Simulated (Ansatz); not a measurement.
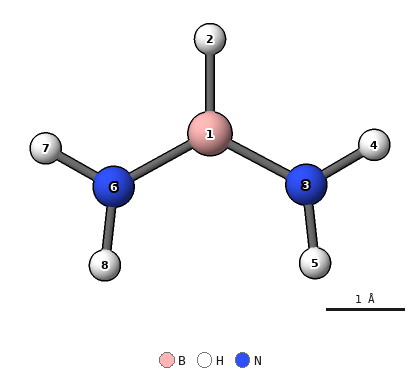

Figure 1. The starting structure (ball-and-stick view, seen on its broad side; atoms are numbered from 1 in the order of the input).

**BN$_{2}$H$_{5}$: nudged elastic band (part 1 of 2)**

System: BN$_{2}$H$_{5}$.
Method: RKS PBE-D4/def2-SVP (Ansatz 0.2.0).

It belongs to a series of runs on one base structure; here: band between the two ends. Figures and captions count atoms from 1; the log counts them from 0 in places.

## The program's output
```
Engine: ansatz 0.2.0, aarch64-unknown-linux-gnu
Functional definition: PBE
  parameter kappa = 0.804
  parameter beta = 0.06672455060314922
  exchange = pbe_x(kappa = kappa, mu = beta*pi^2/3)
  correlation = pbe_c(beta = beta)
788 factors; their error is unknown
mean field evaluation 1: about -3720.5432 eV, gradient 7.5e1 eV
mean field evaluation 2: about -3699.6560 eV, gradient 1.2e2 eV
mean field evaluation 4: about -3732.2392 eV, gradient 4.4e0 eV
mean field evaluation 8: about -3732.2897 eV, gradient 1.8e-2 eV
mean field evaluation 16: about -3732.2568 eV, gradient 7.4e-5 eV
mean field -3732.25676008 eV, -137.1579061185 hartree, gradient 7.4e-5 eV, S^2 0.000000; 0 other end points of the search recorded, 0 dependent functions left out
the calculation of the forces begins
reference -3732.25679343 eV, -137.1579073440 hartree; 12, 12 occupied and 55, 55 virtual orbitals, 788 factors
788 factors; their error is unknown
mean field evaluation 32: about -3728.0099 eV, gradient 4.2e-4 eV
mean field -3728.00988316 eV, -137.0018362701 hartree, gradient 3.4e-5 eV, S^2 0.000000; 0 other end points of the search recorded, 0 dependent functions left out
[... from here on the field's lines of each further geometry are left out, up to the last ...]
NEB iter   1: max|band force component| = 8.674e0 eV/Å  barrier→ = 6.1224 eV  barrier← = 1.8779 eV  Δτ_max = 0.2000 Å  (257 SCF iters)
NEB iter   2: max|band force component| = 2.038e0 eV/Å  barrier→ = 4.8949 eV  barrier← = 0.6504 eV  Δτ_max = 0.1985 Å  (230 SCF iters)
NEB iter   3: max|band force component| = 2.232e0 eV/Å  barrier→ = 4.7005 eV  barrier← = 0.4560 eV  Δτ_max = 0.2000 Å  (221 SCF iters)
NEB iter   4: max|band force component| = 3.166e0 eV/Å  barrier→ = 4.3696 eV  barrier← = 0.1251 eV  Δτ_max = 0.1020 Å  (214 SCF iters)
NEB iter   5: max|band force component| = 2.289e0 eV/Å  barrier→ = 4.3198 eV  barrier← = 0.0753 eV  Δτ_max = 0.2000 Å  (195 SCF iters)
NEB iter   6: max|band force component| = 1.544e0 eV/Å  barrier→ = 4.3246 eV  barrier← = 0.0801 eV  Δτ_max = 0.1996 Å  (210 SCF iters)
NEB iter   7: max|band force component| = 2.053e0 eV/Å  barrier→ = 4.4929 eV  barrier← = 0.2484 eV  Δτ_max = 0.1009 Å  (215 SCF iters)
NEB iter   8: max|band force component| = 1.163e0 eV/Å  barrier→ = 4.3286 eV  barrier← = 0.0841 eV  Δτ_max = 0.1004 Å  (197 SCF iters)
NEB iter   9: max|band force component| = 2.208e0 eV/Å  barrier→ = 4.3110 eV  barrier← = 0.0665 eV  Δτ_max = 0.0511 Å  (194 SCF iters)
NEB iter  10: max|band force component| = 1.290e0 eV/Å  barrier→ = 4.2788 eV  barrier← = 0.0343 eV  Δτ_max = 0.1002 Å  (198 SCF iters)
NEB iter  11: max|band force component| = 9.910e-1 eV/Å  barrier→ = 4.2663 eV  barrier← = 0.0218 eV  Δτ_max = 0.1981 Å  (193 SCF iters)
NEB iter  12: max|band force component| = 3.681e0 eV/Å  barrier→ = 4.6859 eV  barrier← = 0.4414 eV  Δτ_max = 0.1003 Å  (226 SCF iters)
NEB iter  13: max|band force component| = 1.652e0 eV/Å  barrier→ = 4.2878 eV  barrier← = 0.0433 eV  Δτ_max = 0.1998 Å  (202 SCF iters)
NEB iter  14: max|band force component| = 1.333e0 eV/Å  barrier→ = 4.2669 eV  barrier← = 0.0224 eV  Δτ_max = 0.1970 Å  (212 SCF iters)
NEB iter  15: max|band force component| = 1.843e0 eV/Å  barrier→ = 4.2645 eV  barrier← = 0.0200 eV  Δτ_max = 0.1000 Å  (213 SCF iters)
NEB iter  16: max|band force component| = 1.015e0 eV/Å  barrier→ = 4.2619 eV  barrier← = 0.0174 eV  Δτ_max = 0.1006 Å  (197 SCF iters)
NEB iter  17: max|band force component| = 5.261e-1 eV/Å  barrier→ = 4.2631 eV  barrier← = 0.0186 eV  Δτ_max = 0.0982 Å  (207 SCF iters)
NEB iter  18: max|band force component| = 1.386e0 eV/Å  barrier→ = 4.2825 eV  barrier← = 0.0380 eV  Δτ_max = 0.0507 Å  (201 SCF iters)
NEB iter  19: max|band force component| = 5.703e-1 eV/Å  barrier→ = 4.2648 eV  barrier← = 0.0203 eV  Δτ_max = 0.0968 Å  (203 SCF iters)
NEB iter  20: max|band force component| = 3.791e-1 eV/Å  barrier→ = 4.2611 eV  barrier← = 0.0166 eV  CI = image 7  Δτ_max = 0.0348 Å  (204 SCF iters)
NEB iter  21: max|band force component| = 1.907e-1 eV/Å  barrier→ = 4.2632 eV  barrier← = 0.0187 eV  CI = image 7  Δτ_max = 0.0750 Å  (199 SCF iters)
NEB iter  22: max|band force component| = 9.908e-2 eV/Å  barrier→ = 4.2711 eV  barrier← = 0.0266 eV  CI = image 7  Δτ_max = 0.0378 Å  (203 SCF iters)
NEB iter  23: max|band force component| = 1.388e-1 eV/Å  barrier→ = 4.2723 eV  barrier← = 0.0278 eV  CI = image 7  Δτ_max = 0.0190 Å  (200 SCF iters)
NEB iter  24: max|band force component| = 1.483e-1 eV/Å  barrier→ = 4.2741 eV  barrier← = 0.0296 eV  CI = image 7  Δτ_max = 0.0189 Å  (202 SCF iters)
NEB iter  25: max|band force component| = 1.573e-1 eV/Å  barrier→ = 4.2755 eV  barrier← = 0.0310 eV  CI = image 7  Δτ_max = 0.0378 Å  (200 SCF iters)
NEB iter  26: max|band force component| = 1.642e-1 eV/Å  barrier→ = 4.2782 eV  barrier← = 0.0337 eV  CI = image 7  Δτ_max = 0.0379 Å  (199 SCF iters)
NEB iter  27: max|band force component| = 1.662e-1 eV/Å  barrier→ = 4.2802 eV  barrier← = 0.0357 eV  CI = image 7  Δτ_max = 0.0379 Å  (201 SCF iters)
NEB iter  28: max|band force component| = 1.609e-1 eV/Å  barrier→ = 4.2818 eV  barrier← = 0.0373 eV  CI = image 7  Δτ_max = 0.0755 Å  (200 SCF iters)
NEB iter  29: max|band force component| = 1.583e-1 eV/Å  barrier→ = 4.2848 eV  barrier← = 0.0403 eV  CI = image 7  Δτ_max = 0.0752 Å  (199 SCF iters)
NEB iter  30: max|band force component| = 2.712e-1 eV/Å  barrier→ = 4.2870 eV  barrier← = 0.0425 eV  CI = image 7  Δτ_max = 0.0379 Å  (202 SCF iters)
NEB iter  31: max|band force component| = 2.811e-1 eV/Å  barrier→ = 4.2859 eV  barrier← = 0.0414 eV  CI = image 7  Δτ_max = 0.0758 Å  (204 SCF iters)
NEB iter  32: max|band force component| = 2.525e-1 eV/Å  barrier→ = 4.2843 eV  barrier← = 0.0398 eV  CI = image 7  Δτ_max = 0.1515 Å  (200 SCF iters)
NEB iter  33: max|band force component| = 1.734e-1 eV/Å  barrier→ = 4.2836 eV  barrier← = 0.0391 eV  CI = image 7  Δτ_max = 0.0726 Å  (202 SCF iters)
NEB iter  34: max|band force component| = 1.536e-1 eV/Å  barrier→ = 4.2837 eV  barrier← = 0.0392 eV  CI = image 7  Δτ_max = 0.0364 Å  (199 SCF iters)
NEB iter  35: max|band force component| = 1.544e-1 eV/Å  barrier→ = 4.2837 eV  barrier← = 0.0392 eV  CI = image 7  Δτ_max = 0.0721 Å  (177 SCF iters)
NEB iter  36: max|band force component| = 1.451e-1 eV/Å  barrier→ = 4.2830 eV  barrier← = 0.0385 eV  CI = image 7  Δτ_max = 0.0464 Å  (200 SCF iters)
NEB iter  37: max|band force component| = 1.382e-1 eV/Å  barrier→ = 4.2826 eV  barrier← = 0.0381 eV  CI = image 7  Δτ_max = 0.0233 Å  (170 SCF iters)
NEB iter  38: max|band force component| = 1.154e-1 eV/Å  barrier→ = 4.2816 eV  barrier← = 0.0370 eV  CI = image 7  Δτ_max = 0.0233 Å  (167 SCF iters)
NEB iter  39: max|band force component| = 1.342e-1 eV/Å  barrier→ = 4.2815 eV  barrier← = 0.0370 eV  CI = image 7  Δτ_max = 0.0232 Å  (190 SCF iters)
NEB iter  40: max|band force component| = 1.339e-1 eV/Å  barrier→ = 4.2815 eV  barrier← = 0.0370 eV  CI = image 7  Δτ_max = 0.0463 Å  (174 SCF iters)
NEB iter  41: max|band force component| = 1.078e-1 eV/Å  barrier→ = 4.2814 eV  barrier← = 0.0369 eV  CI = image 7  Δτ_max = 0.0133 Å  (194 SCF iters)
NEB iter  42: max|band force component| = 1.020e-1 eV/Å  barrier→ = 4.2813 eV  barrier← = 0.0368 eV  CI = image 7  Δτ_max = 0.0254 Å  (157 SCF iters)
NEB iter  43: max|band force component| = 7.230e-2 eV/Å  barrier→ = 4.2811 eV  barrier← = 0.0366 eV  CI = image 7  Δτ_max = 0.0166 Å  (209 SCF iters)
NEB iter  44: max|band force component| = 6.981e-2 eV/Å  barrier→ = 4.2811 eV  barrier← = 0.0366 eV  CI = image 7  Δτ_max = 0.0270 Å  (174 SCF iters)
NEB iter  45: max|band force component| = 3.959e-2 eV/Å  barrier→ = 4.2811 eV  barrier← = 0.0366 eV  CI = image 7  Δτ_max = 0.0180 Å  (208 SCF iters)
the calculation of the forces begins
reference -3728.07643200 eV, -137.0042818950 hartree; 12, 12 occupied and 55, 55 virtual orbitals, 788 factors
788 factors; their error is unknown
mean field -3727.97556040 eV, -137.0005749323 hartree, gradient 9.5e-6 eV, S^2 0.000000; 1 other end points of the search recorded, 0 dependent functions left out
the calculation of the forces begins
reference -3727.97559284 eV, -137.0005761244 hartree; 12, 12 occupied and 55, 55 virtual orbitals, 788 factors
NEB iter  46: max|band force component| = 2.702e-2 eV/Å  barrier→ = 4.2810 eV  barrier← = 0.0365 eV  CI = image 7  Δτ_max = 0.0000 Å  (394 SCF iters)
```

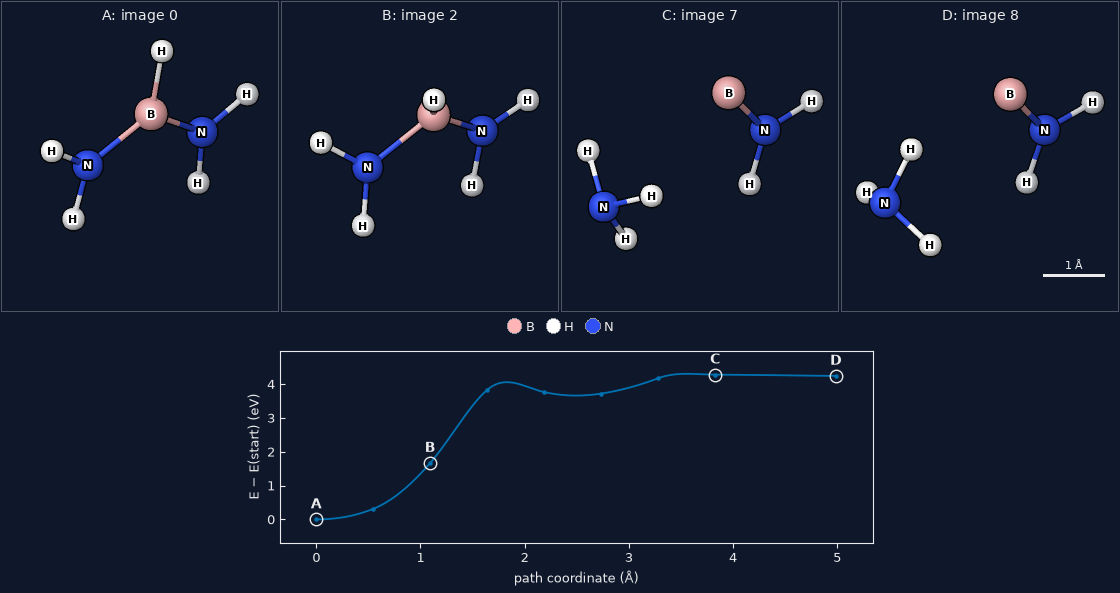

Figure 2. Images of the last band (counted from 0; ball-and-stick, seen at a tilt) above the energy along the path; the line is a cubic interpolation that uses the forces. The highest image is number 7, 4.281 eV above the start and 0.037 eV above the end (the climbing image); the end lies 4.245 eV above the start. The path is 4.99 Å long. The band converged in 46 iterations.

```
Total energy: -3728.06338403 eV, -137.0038023909 hartree
Atom 0 at    -0.707611    -0.831467     0.245415 Å, force    -0.004005     0.000399     0.003796 eV/Å
Atom 1 at     1.491840     0.177707     1.110091 Å, force     0.005275    -0.004586    -0.005273 eV/Å
Atom 2 at     2.069080     0.068515     0.263993 Å, force    -0.013340     0.001676    -0.005720 eV/Å
Atom 3 at     1.830688    -0.870359    -0.086406 Å, force     0.000733     0.002869     0.008200 eV/Å
Atom 4 at     1.713695     0.741977    -0.426896 Å, force     0.003806    -0.001749     0.004545 eV/Å
Atom 5 at    -1.322745     0.026436    -0.658659 Å, force     0.017112     0.001223    -0.021463 eV/Å
Atom 6 at    -2.323687    -0.089063    -0.858567 Å, force    -0.004339    -0.003779     0.011394 eV/Å
Atom 7 at    -0.874359     0.776254    -1.193569 Å, force    -0.005242     0.003946     0.004521 eV/Å
Dipole moment:    -0.487918     0.528989    -0.599223 e Å
this run last wrote the band of iteration 46 to [file]
```

## The last band as extended XYZ (Å, eV, eV/Å)
```
8
Properties=species:S:1:pos:R:3:forces:R:3 image=0 energy=-3732.34436
B     0.1650   -0.2766    0.1840    0.0011   0.0024  -0.0027
H    -0.0122   -0.9817    1.1653   -0.0009   0.0005  -0.0003
N     1.4943    0.0988   -0.1429    0.0028   0.0058  -0.0069
H     2.2898   -0.2008    0.4147    0.0048  -0.0051   0.0067
H     1.7536    0.6832   -0.9374   -0.0047  -0.0020   0.0022
N    -0.9688    0.1244   -0.5700    0.0032   0.0074  -0.0102
H    -1.9114   -0.1579   -0.3146   -0.0095  -0.0058   0.0060
H    -0.9334    0.7107   -1.4036    0.0032  -0.0032   0.0052
8
Properties=species:S:1:pos:R:3:forces:R:3 image=1 energy=-3732.03170
B     0.1309   -0.2818    0.2283    0.1551   0.3071   0.0665
H     0.1676   -0.7935    1.3295   -0.7753  -0.6719  -0.0793
N     1.4445    0.0826   -0.1595    0.1545   0.1186  -0.0585
H     2.2257   -0.4428    0.2212    0.2183   0.3414   0.1748
H     1.6851    0.8294   -0.8036    0.1773  -0.1262  -0.4045
N    -0.9898    0.0854   -0.5677    0.0695   0.1378   0.1134
H    -1.9661   -0.1932   -0.4985    0.0998   0.0411   0.3678
H    -0.8211    0.7139   -1.3543   -0.0992  -0.1480  -0.1802
8
Properties=species:S:1:pos:R:3:forces:R:3 image=2 energy=-3730.67508
B     0.0663   -0.3970    0.2086    0.7877   1.3738   0.3588
H     0.4815   -0.5079    1.3662   -2.0867  -1.8132   0.7137
N     1.3837    0.0208   -0.1455    0.4473   0.1627  -0.9968
H     2.1329   -0.6006    0.1456    0.3969   0.5587   0.2969
H     1.6230    0.8550   -0.6635    0.4443   0.0017  -0.9167
N    -1.0199    0.0421   -0.6047    0.0421   0.0575   0.2738
H    -2.0118   -0.1849   -0.6263    0.0517   0.0153   0.4730
H    -0.7788    0.7724   -1.2851   -0.0834  -0.3566  -0.2027
```
